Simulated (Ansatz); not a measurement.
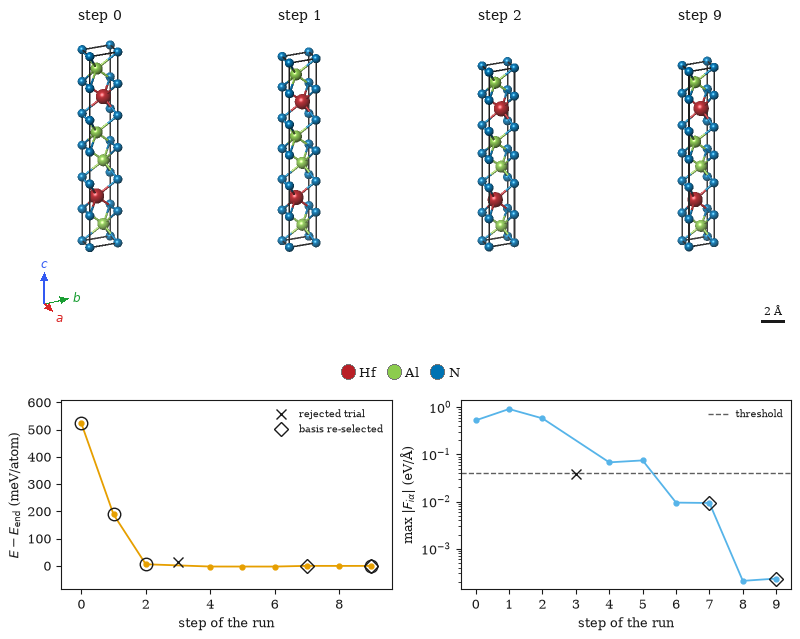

Frames of a relaxation of a crystal of HfAl₂N₃ (a generated structure, set up in P6_3/mmc) (coarse preliminary run), marked on the history of the run. Style: ball-and-stick. Shown: the cell of the calculation, slightly off an axis.

These are results of Ansatz, DFT PBE, scalar-relativistic, plane waves, PAW, not measurements.

The input:
```yaml
crystal:
  lattice:
    - [3.31415859, 0.0, 0.0]
    - [-1.65707929, 2.87014553, 0.0]
    - [0.0, 0.0, 17.18495912]
  atoms:
    - { symbol: Hf, position: [0.66666667, 0.33333333, 0.25] }
    - { symbol: Hf, position: [0.33333333, 0.66666667, 0.75] }
    - { symbol: Al, position: [0.66666667, 0.33333333, 0.58333333] }
    - { symbol: Al, position: [0.66666667, 0.33333333, 0.91666667] }
    - { symbol: Al, position: [0.33333333, 0.66666667, 0.08333333] }
    - { symbol: Al, position: [0.33333333, 0.66666667, 0.41666667] }
    - { symbol: "N", position: [0.0, 0.0, 0.0] }
    - { symbol: "N", position: [0.0, 0.0, 0.33333333] }
    - { symbol: "N", position: [0.0, 0.0, 0.66666667] }
    - { symbol: "N", position: [0.0, 0.0, 0.16666667] }
    - { symbol: "N", position: [0.0, 0.0, 0.5] }
    - { symbol: "N", position: [0.0, 0.0, 0.83333333] }
basis:
  ecutwfc: 420
kpoints:
  mp_grid: { grid: [6, 6, 1] }
hamiltonian:
  xc: pbe
scf:
  occupations: { method: gaussian, width: 0.1 }
  lower_state_search: "off"
output:
  forces: true
  stress: true
  eigenvalues: true
relax:
  adjacent_minimum: "off"
  f_tol: 0.04
  max_steps: 70
  cell: { stress_tol: 0.4 }
```

Command:
```bash
ansatz run input.yaml --threads 1 --pin off --max-ram 2560MiB --backend cpu --events-out ev --progress --plain --runs-dir out
```

Question: Describe the path.

Answer: The energy falls by 523 meV per atom in 6 accepted moves (9 points after the start). The largest force component goes from 0.53 to 0.00023 eV/Å. Pressure: −34.15 GPa at the start and 0.00 GPa at the end. The line search rejected the trial step at point 3 of the run. The SCF was repeated twice at an unchanged geometry on a basis and grid sized afresh for the cell, which shifted the energy by 2.5 meV per atom at most. The largest moves relative to the cell, 0.13 Å, are those of N8, N9, N10 and N12. N10 goes along −c. By element the largest moves are N 0.13 Å, Al 0.05 Å. Hf stays in place. Cell: a = b 3.314 → 2.966 Å (−10.5 %), c 17.185 → 15.771 Å (−8.2 %). Volume −26.5 %. Among the contacts that change: Hf1–Hf1 3.314 → 2.966 Å, Al3–N9 2.390 → 2.112 Å, Al3–N11 2.390 → 2.130 Å, Hf1–N10 2.390 → 2.238 Å. Bond angles that change, for instance: Hf1–N8–Hf1 87.8° → 83.0°, Hf1–N8–Al6 180.0° → 175.7°. The space group stays P6_3/mmc (No. 194). Cost: 36 s on 1 thread of Arm Neoverse V2 (shared host), peak memory 0.44 GiB. From step 0 to 1: Al atoms move most (0.02 Å), volume −12.7 %, energy −335 meV per atom. From step 1 to 2: N atoms move most (0.08 Å), volume −14.0 %, energy −183 meV per atom. From step 2 to 9: N atoms move most (0.04 Å), volume −2.1 %, energy −6.0 meV per atom.

| step | E − E(0), meV/atom | largest force component, eV/Å | pressure, GPa | volume, Å³/atom | note |
| --- | --- | --- | --- | --- | --- |
| 0 | 0.00 | 0.5261 | -34.15 | 13.622 |  |
| 1 | -334.70 | 0.9164 | -24.04 | 11.891 |  |
| 2 | -517.40 | 0.5803 | -3.18 | 10.231 |  |
| 3 | -507.81 | 0.0389 | 2.80 | 9.891 | rejected |
| 4 | -525.75 | 0.0678 | 0.66 | 10.002 |  |
| 5 | -525.81 | 0.0746 | 0.00 | 10.035 |  |
| 6 | -525.83 | 0.0095 | -0.10 | 10.038 |  |
| 7 | -523.33 | 0.0093 | -0.54 | 10.038 | same geometry, new basis |
| 8 | -523.45 | 0.0002 | 0.01 | 10.014 |  |
| 9 | -523.42 | 0.0002 | 0.00 | 10.014 | same geometry, new basis |
